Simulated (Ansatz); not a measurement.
Geometry relaxation of C$_{4}$H$_{7}$Al (part 2 of 2)

C$_{4}$H$_{7}$Al, SMILES C#[C][AlH][CH2]C; RKS PBE-D4/def2-SVP (Ansatz 0.2.0). The geometry: force-field start.

Geometry of the input (Å):
```
C  -0.9798  2.8373  1.0325
C  -0.3776  1.8682  1.0594
Al 0.6449  0.2437  1.1070
C  0.1871  -1.3348  0.0391
C  0.0572  -1.0221  -1.4598
H  -1.6031  3.7861  0.9845
H  2.0289  0.1775  2.0139
H  -0.8510  -1.6544  0.3843
H  0.8432  -2.1507  0.2562
H  1.0581  -0.6974  -1.7829
H  -0.6890  -0.2016  -1.6069
H  -0.2418  -1.9069  -1.9933
```

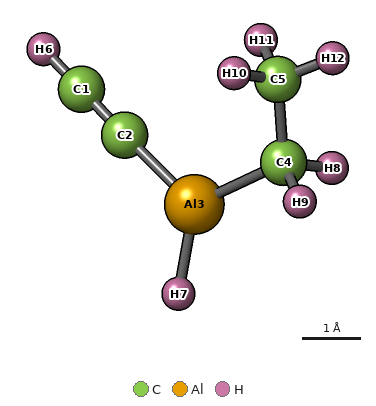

*The geometry at step 13 of the log (ball-and-stick view, seen at a tilt; atoms are numbered from 1 in the order of the input).*

**Trajectory as extended XYZ, continued**
```
12
Properties=species:S:1:pos:R:3:forces:R:3 step=6 energy=-10842.50640 accepted=F
C    -0.9586    2.8413    0.8768    0.0246  -0.0377   0.0256
C    -0.3073    1.8011    1.0132    0.0034  -0.0228   0.0544
Al    0.6911    0.1656    1.2480    0.1043   0.0148  -0.1253
C     0.2516   -1.3450    0.0457    0.0945  -0.0859   0.0840
C    -0.0232   -0.9486   -1.4188   -0.0520  -0.0056  -0.1014
H    -1.5261    3.7581    0.7717    0.0012  -0.0055  -0.0245
H     1.8524    0.1481    2.3601   -0.1229  -0.0207  -0.0411
H    -0.6611   -1.8206    0.4873    0.0820   0.0165  -0.0638
H     1.0460   -2.1323    0.1080   -0.1792   0.1724  -0.0025
H     0.8966   -0.5912   -1.9348   -0.0764   0.0018   0.0830
H    -0.7759   -0.1314   -1.4972    0.0893  -0.0754   0.0273
H    -0.4083   -1.8002   -2.0259    0.0312   0.0481   0.0843
12
Properties=species:S:1:pos:R:3:forces:R:3 step=7 energy=-10842.51061
C    -0.9705    2.8464    0.9135   -0.0056  -0.0096   0.0017
C    -0.3083    1.8105    1.0249    0.0274   0.0032   0.0125
Al    0.7124    0.1868    1.2115   -0.0075  -0.0311   0.0031
C     0.2356   -1.3346    0.0463    0.0517   0.0185  -0.0010
C    -0.0063   -0.9674   -1.4306   -0.0197  -0.0108  -0.0307
H    -1.5521    3.7558    0.8227    0.0034  -0.0015  -0.0095
H     1.8700    0.1587    2.3190   -0.0365  -0.0054  -0.0255
H    -0.6960   -1.7721    0.4800    0.0187   0.0047   0.0008
H     1.0009   -2.1388    0.1379   -0.0378   0.0379  -0.0035
H     0.9260   -0.6277   -1.9313   -0.0259   0.0030   0.0199
H    -0.7461   -0.1452   -1.5371    0.0217  -0.0220   0.0086
H    -0.3884   -1.8276   -2.0228    0.0101   0.0132   0.0237
12
Properties=species:S:1:pos:R:3:forces:R:3 step=8 energy=-10842.51387
C    -0.9506    2.8490    0.8889    0.0066  -0.0129   0.0043
C    -0.2928    1.8123    1.0200    0.0069   0.0189   0.0008
Al    0.7075    0.1786    1.2259   -0.0116   0.0060   0.0255
C     0.2622   -1.3292    0.0390   -0.0231  -0.0255  -0.0427
C    -0.0278   -0.9597   -1.4294    0.0046   0.0147   0.0115
H    -1.5265    3.7606    0.7814    0.0087  -0.0124  -0.0068
H     1.8093    0.1208    2.3853   -0.0147  -0.0031  -0.0126
H    -0.6456   -1.8012    0.4919    0.0478   0.0199  -0.0170
H     1.0499   -2.1133    0.1062   -0.0209   0.0305  -0.0014
H     0.8821   -0.5853   -1.9470   -0.0432  -0.0117   0.0201
H    -0.7947   -0.1592   -1.5113    0.0311  -0.0374   0.0101
H    -0.3960   -1.8285   -2.0169    0.0078   0.0132   0.0082
12
Properties=species:S:1:pos:R:3:forces:R:3 step=9 energy=-10842.51703
C    -0.9163    2.8549    0.8481    0.0107   0.0002   0.0062
C    -0.2716    1.8148    1.0133   -0.0144   0.0133   0.0025
Al    0.6891    0.1624    1.2563    0.0429   0.0362   0.0295
C     0.3006   -1.3243    0.0269   -0.1009  -0.1011  -0.0150
C    -0.0623   -0.9471   -1.4235    0.0357   0.0850   0.0386
H    -1.4784    3.7717    0.7110    0.0174  -0.0283  -0.0031
H     1.7180    0.0640    2.4819   -0.0446  -0.0022  -0.0362
H    -0.5643   -1.8585    0.5038    0.1134   0.0545  -0.0660
H     1.1304   -2.0681    0.0549   -0.0438   0.0552  -0.0034
H     0.8087   -0.5116   -1.9643   -0.0975  -0.0472   0.0508
H    -0.8746   -0.1868   -1.4633    0.0769  -0.0802   0.0087
H    -0.4023   -1.8267   -2.0109    0.0043   0.0146  -0.0126
12
Properties=species:S:1:pos:R:3:forces:R:3 step=10 energy=-10842.51865
C    -0.8986    2.8609    0.8303    0.0248  -0.0183   0.0091
C    -0.2628    1.8172    1.0080   -0.0212   0.0250  -0.0062
Al    0.6811    0.1572    1.2652    0.0152   0.0163   0.0253
C     0.3154   -1.3262    0.0233   -0.0742  -0.1071  -0.0239
C    -0.0780   -0.9425   -1.4176    0.0294   0.0802   0.0295
H    -1.4523    3.7809    0.6821    0.0135  -0.0239  -0.0021
H     1.6700    0.0403    2.5199   -0.0264   0.0017  -0.0275
H    -0.5256   -1.8925    0.5069    0.1213   0.0674  -0.0726
H     1.1684   -2.0459    0.0312   -0.0750   0.0755   0.0002
H     0.7720   -0.4741   -1.9649   -0.1010  -0.0521   0.0624
H    -0.9133   -0.2062   -1.4375    0.0885  -0.0837   0.0078
H    -0.3993   -1.8242   -2.0128    0.0050   0.0190  -0.0020
12
Properties=species:S:1:pos:R:3:forces:R:3 step=11 energy=-10842.52037
C    -0.8682    2.8727    0.8064    0.0430  -0.0578   0.0134
C    -0.2558    1.8183    1.0051   -0.0657   0.0602  -0.0074
Al    0.6502    0.1426    1.2878    0.0610   0.0279  -0.0378
C     0.3320   -1.3296    0.0192   -0.0734  -0.1135  -0.0278
C    -0.1010   -0.9374   -1.4081    0.0225   0.0791   0.0156
H    -1.4020    3.8008    0.6375    0.0133  -0.0177   0.0005
H     1.6106    0.0130    2.5598   -0.0228  -0.0090   0.0125
H    -0.4685   -1.9512    0.5025    0.1088   0.0633  -0.0752
H     1.2224   -2.0037   -0.0003   -0.0909   0.0817   0.0107
H     0.7143   -0.4088   -1.9548   -0.1146  -0.0708   0.0758
H    -0.9765   -0.2483   -1.4011    0.1073  -0.0914   0.0006
H    -0.3803   -1.8234   -2.0201    0.0117   0.0480   0.0191
12
Properties=species:S:1:pos:R:3:forces:R:3 step=12 energy=-10842.51982 accepted=F
C    -0.8377    2.8840    0.7867    0.0653  -0.0965   0.0123
C    -0.2365    1.8245    0.9951   -0.0462   0.1288  -0.0483
Al    0.6578    0.1443    1.2844   -0.1017  -0.0434   0.0880
C     0.3523   -1.3276    0.0127   -0.0098  -0.1066  -0.0888
C    -0.1257   -0.9366   -1.4010    0.0254   0.0884  -0.0222
H    -1.3623    3.8153    0.6061    0.0115  -0.0229   0.0097
H     1.5170   -0.0276    2.6227    0.0280   0.0117  -0.0289
H    -0.4069   -1.9938    0.5034    0.1173   0.1129  -0.0506
H     1.2721   -1.9611   -0.0342   -0.1077   0.0698  -0.0042
H     0.6513   -0.3510   -1.9501   -0.1630  -0.1255   0.0961
H    -1.0393   -0.2961   -1.3683    0.1616  -0.1244  -0.0031
H    -0.3649   -1.8294   -2.0235    0.0192   0.1077   0.0399
12
Properties=species:S:1:pos:R:3:forces:R:3 step=13 energy=-10842.52316
C    -0.8512    2.8786    0.7953    0.0228  -0.0269   0.0031
C    -0.2486    1.8203    0.9995   -0.0251   0.0361  -0.0091
Al    0.6484    0.1414    1.2887   -0.0034   0.0021   0.0070
C     0.3414   -1.3288    0.0156   -0.0343  -0.0577  -0.0519
C    -0.1138   -0.9371   -1.4032    0.0156   0.0481   0.0142
H    -1.3772    3.8097    0.6201    0.0073  -0.0101   0.0022
H     1.5651   -0.0071    2.5904   -0.0024  -0.0012   0.0000
H    -0.4345   -1.9756    0.4998    0.0573   0.0414  -0.0277
H     1.2477   -1.9775   -0.0179   -0.0405   0.0353   0.0053
H     0.6786   -0.3774   -1.9487   -0.0720  -0.0486   0.0426
H    -1.0091   -0.2771   -1.3826    0.0656  -0.0549  -0.0018
H    -0.3697   -1.8243   -2.0230    0.0090   0.0364   0.0161
12
Properties=species:S:1:pos:R:3:forces:R:3 step=14 energy=-10842.52470
C    -0.8281    2.8873    0.7794    0.0103  -0.0119  -0.0035
C    -0.2429    1.8216    0.9939   -0.0067   0.0216  -0.0057
Al    0.6339    0.1347    1.2973   -0.0123  -0.0100   0.0315
C     0.3539   -1.3294    0.0108   -0.0064  -0.0319  -0.0344
C    -0.1307   -0.9357   -1.3959    0.0029   0.0331  -0.0105
H    -1.3399    3.8241    0.5936    0.0056  -0.0070   0.0040
H     1.5120   -0.0306    2.6249   -0.0063   0.0039  -0.0169
H    -0.3885   -2.0122    0.4950    0.0336   0.0306  -0.0100
H     1.2838   -1.9420   -0.0411   -0.0263   0.0195   0.0006
H     0.6308   -0.3338   -1.9395   -0.0587  -0.0444   0.0340
H    -1.0528   -0.3155   -1.3569    0.0573  -0.0447  -0.0044
H    -0.3545   -1.8236   -2.0274    0.0069   0.0412   0.0152
12
Properties=species:S:1:pos:R:3:forces:R:3 step=15 energy=-10842.52573
C    -0.8018    2.8973    0.7619    0.0093  -0.0184  -0.0048
C    -0.2376    1.8227    0.9885   -0.0058   0.0252  -0.0036
Al    0.6137    0.1256    1.3091   -0.0020  -0.0141   0.0406
C     0.3683   -1.3301    0.0050    0.0179  -0.0444   0.0084
C    -0.1495   -0.9347   -1.3880   -0.0130   0.0389  -0.0418
H    -1.2960    3.8412    0.5643    0.0076  -0.0098   0.0061
H     1.4533   -0.0546    2.6616   -0.0183   0.0062  -0.0355
H    -0.3358   -2.0531    0.4892    0.0420   0.0446  -0.0219
H     1.3244   -1.9013   -0.0674   -0.0523   0.0308  -0.0007
H     0.5758   -0.2864   -1.9288   -0.0659  -0.0576   0.0448
H    -1.1004   -0.3602   -1.3284    0.0768  -0.0525  -0.0075
H    -0.3373   -1.8215   -2.0331    0.0035   0.0512   0.0158
12
Properties=species:S:1:pos:R:3:forces:R:3 step=16 energy=-10842.52663
C    -0.7886    2.9023    0.7540    0.0138  -0.0298  -0.0019
C    -0.2354    1.8232    0.9866   -0.0100   0.0246  -0.0012
Al    0.6015    0.1204    1.3161    0.0088  -0.0070   0.0205
C     0.3751   -1.3303    0.0023    0.0106  -0.0152   0.0156
C    -0.1584   -0.9351   -1.3845   -0.0055   0.0116  -0.0158
H    -1.2731    3.8499    0.5512    0.0045  -0.0034   0.0044
H     1.4258   -0.0644    2.6769   -0.0200   0.0027  -0.0290
H    -0.3094   -2.0712    0.4853    0.0234   0.0256  -0.0150
H     1.3420   -1.8802   -0.0799   -0.0308   0.0196  -0.0005
H     0.5468   -0.2648   -1.9217   -0.0314  -0.0301   0.0231
H    -1.1217   -0.3855   -1.3156    0.0375  -0.0279  -0.0045
H    -0.3275   -1.8194   -2.0368   -0.0011   0.0293   0.0043
12
Properties=species:S:1:pos:R:3:forces:R:3 step=17 energy=-10842.52740
C    -0.7651    2.9112    0.7409    0.0048  -0.0137  -0.0048
C    -0.2287    1.8256    0.9819    0.0074   0.0102   0.0011
Al    0.5882    0.1153    1.3235   -0.0224  -0.0163   0.0129
C     0.3892   -1.3286   -0.0031    0.0205  -0.0018   0.0233
C    -0.1747   -0.9372   -1.3783   -0.0045   0.0103  -0.0125
H    -1.2351    3.8645    0.5309    0.0045  -0.0064   0.0047
H     1.3662   -0.0871    2.7078   -0.0052   0.0054  -0.0231
H    -0.2601   -2.0992    0.4809    0.0181   0.0233  -0.0120
H     1.3745   -1.8418   -0.1035   -0.0279   0.0135  -0.0028
H     0.4956   -0.2306   -1.9126   -0.0201  -0.0201   0.0161
H    -1.1589   -0.4296   -1.2924    0.0279  -0.0191  -0.0031
H    -0.3140   -1.8178   -2.0419   -0.0030   0.0147   0.0000
12
Properties=species:S:1:pos:R:3:forces:R:3 step=18 energy=-10842.52771
C    -0.7340    2.9233    0.7257   -0.0085   0.0088  -0.0066
C    -0.2252    1.8278    0.9795    0.0020  -0.0174   0.0148
Al    0.5542    0.1040    1.3397    0.0389   0.0051  -0.0243
C     0.4041   -1.3257   -0.0084   -0.0086  -0.0288   0.0329
C    -0.1944   -0.9416   -1.3710   -0.0181   0.0439  -0.0425
H    -1.1803    3.8858    0.5055    0.0060  -0.0071   0.0027
H     1.3047   -0.1101    2.7369   -0.0218   0.0000  -0.0098
H    -0.1984   -2.1366    0.4707    0.0234   0.0236  -0.0254
H     1.4133   -1.7872   -0.1293   -0.0376   0.0235   0.0074
H     0.4309   -0.1869   -1.8975   -0.0522  -0.0570   0.0389
H    -1.2061   -0.4913   -1.2666    0.0740  -0.0356  -0.0111
H    -0.2917   -1.8166   -2.0511    0.0024   0.0408   0.0232
12
Properties=species:S:1:pos:R:3:forces:R:3 step=19 energy=-10842.52834
C    -0.7269    2.9267    0.7236    0.0081  -0.0230   0.0013
C    -0.2202    1.8300    0.9781    0.0012   0.0100   0.0008
Al    0.5565    0.1050    1.3379   -0.0048  -0.0062  -0.0019
C     0.4074   -1.3246   -0.0100   -0.0094   0.0032   0.0116
C    -0.1991   -0.9434   -1.3701    0.0082  -0.0026   0.0102
H    -1.1708    3.8898    0.5032   -0.0002   0.0026   0.0007
H     1.2831   -0.1164    2.7462   -0.0058   0.0021  -0.0141
H    -0.1850   -2.1416    0.4692    0.0098   0.0125  -0.0075
H     1.4193   -1.7762   -0.1359   -0.0058   0.0049   0.0001
H     0.4127   -0.1793   -1.8934   -0.0043  -0.0046   0.0007
H    -1.2147   -0.5091   -1.2623    0.0036  -0.0051  -0.0003
H    -0.2852   -1.8160   -2.0525   -0.0007   0.0062  -0.0014
```

**Key numbers**

```csv
quantity,value
outcome,converged
total energy,−10842.5284 eV
mean-field energy,−10842.3113 eV
dispersion energy,−0.2171 eV
SCF solution under orbital rotations,stable
largest force (length of the vector) at the end,0.024 eV/Å
dipole moment,0.72 D
wall time,23 s (CPU time 83 s)
peak memory,0.15 GiB
```
